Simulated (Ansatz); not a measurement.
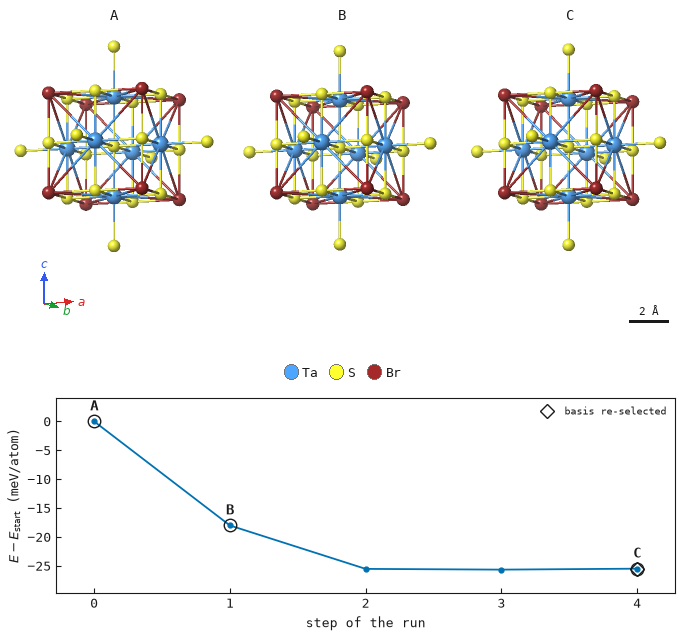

Frames of a relaxation of a crystal of Ta3S4Br (a generated structure, set up in Pm-3m) (coarse preliminary run), marked on the history of the run. Style: ball-and-stick. Shown: the cell of the calculation, from a free direction.

Theory: DFT PBE, scalar-relativistic, plane waves, PAW (Ansatz 0.2.0).

Input
```yaml
crystal:
  lattice:
    - [5.26337432, 0.0, 0.0]
    - [0.0, 5.26337432, 0.0]
    - [0.0, 0.0, 5.26337432]
  atoms:
    - { symbol: Ta, position: [0.0, 0.5, 0.5] }
    - { symbol: Ta, position: [0.5, 0.0, 0.5] }
    - { symbol: Ta, position: [0.5, 0.5, 0.0] }
    - { symbol: S, position: [0.5, 0.0, 0.0] }
    - { symbol: S, position: [0.5, 0.5, 0.5] }
    - { symbol: S, position: [0.0, 0.0, 0.5] }
    - { symbol: S, position: [0.0, 0.5, 0.0] }
    - { symbol: Br, position: [0.0, 0.0, 0.0] }
basis:
  ecutwfc: 420
kpoints:
  mp_grid: { grid: [4, 4, 4] }
hamiltonian:
  xc: pbe
scf:
  occupations: { method: gaussian, width: 0.1 }
  lower_state_search: "off"
output:
  forces: true
  stress: true
  eigenvalues: true
relax:
  adjacent_minimum: "off"
  f_tol: 0.04
  max_steps: 70
  cell: { stress_tol: 0.4 }
```

Command:
```bash
ansatz run input.yaml --threads 1 --pin off --max-ram 2048MiB --backend cpu --events-out ev --progress --plain --runs-dir out
```

> What happens along the run?

Over 3 accepted moves (4 points after the start) the energy falls by 25.5 meV per atom. All forces vanish by symmetry, so only the cell relaxes. The pressure goes from −6.92 to −0.04 GPa. At 1 point the geometry stayed and the basis and grid were re-selected for the new cell (energy shift of 0.2 meV per atom at most each time). No atom moves by more than 0.005 Å relative to the cell. The drawn cell changes as follows: a = b = c 5.263 → 5.155 Å (−2.1 %); the volume changes by −6.0 %. Among the contacts that change: Ta1–Br8 3.722 → 3.645 Å, Ta1–S5 2.632 → 2.578 Å, S4–Br8 2.632 → 2.578 Å. The space group stays Pm-3m (No. 221). Cost: 8.1 s on 1 thread of AMD EPYC 9R45 96-Core Processor (Zen 5) (shared host), peak memory 0.46 GiB. From step 0 to 1: volume −9.1 %, energy −18.0 meV per atom. From step 1 to 4: volume +3.4 %, energy −7.5 meV per atom.

```csv
step,"E − E(0), meV/atom","pressure, GPa","volume, Å³/atom",note
0,0.00,-6.92,18.226,
1,-18.00,4.60,16.563,
2,-25.51,-0.52,17.190,
3,-25.64,-0.03,17.124,
4,-25.47,-0.04,17.124,"same geometry, new basis"
```
